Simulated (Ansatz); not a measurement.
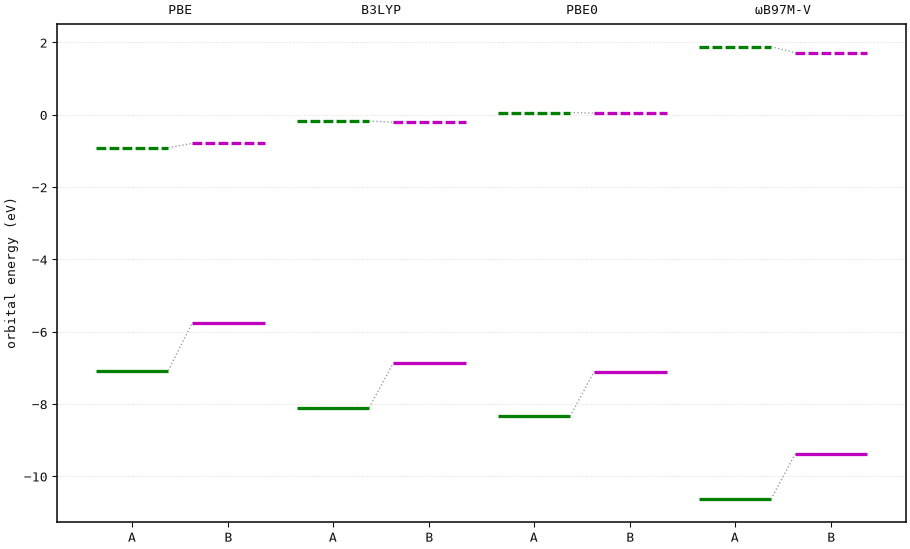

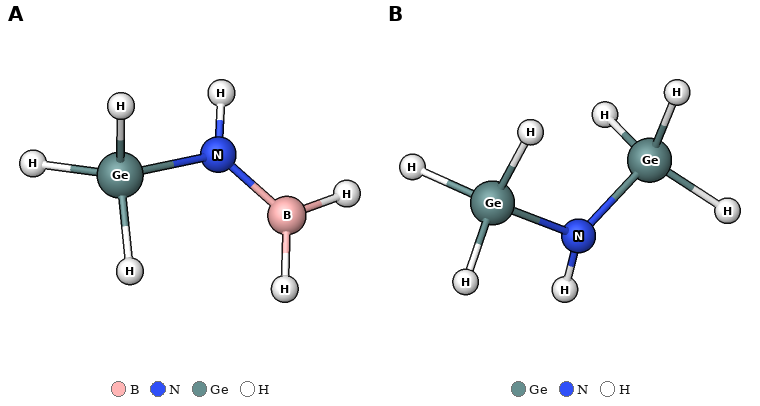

One change: A, BGeNH₆ (SMILES B[NH][GeH3]), becomes B, Ge₂NH₇ (SMILES [GeH3][NH][GeH3]). BH₂ on N is replaced by GeH₃. HOMO (solid) and LUMO (dashed) computed in def2-TZVPP at PBE0-D4/def2-TZVP geometries, both minima by their frequencies, gas phase, the Ansatz code. Empty levels above zero depend strongly on the basis.

Q: What does the change do to HOMO and LUMO?

A: PBE: the HOMO rises by 1.32 eV, the LUMO rises by 0.12 eV, and the separation goes from 6.17 to 4.96 eV. B3LYP: the HOMO rises by 1.23 eV, the LUMO falls by 0.03 eV, and the separation goes from 7.93 to 6.67 eV. PBE0: the HOMO rises by 1.23 eV, the LUMO falls by 0.02 eV, and the separation goes from 8.40 to 7.15 eV. ωB97M-V: the HOMO rises by 1.25 eV, the LUMO falls by 0.17 eV, and the separation goes from 12.52 to 11.10 eV.

Q: Do the functionals agree on the effect?

A: Not on every direction; the HOMO shift lies between 1.23 and 1.32 eV and the LUMO shift between −0.17 and 0.12 eV, while the separations themselves differ by up to 6.4 eV between functionals.
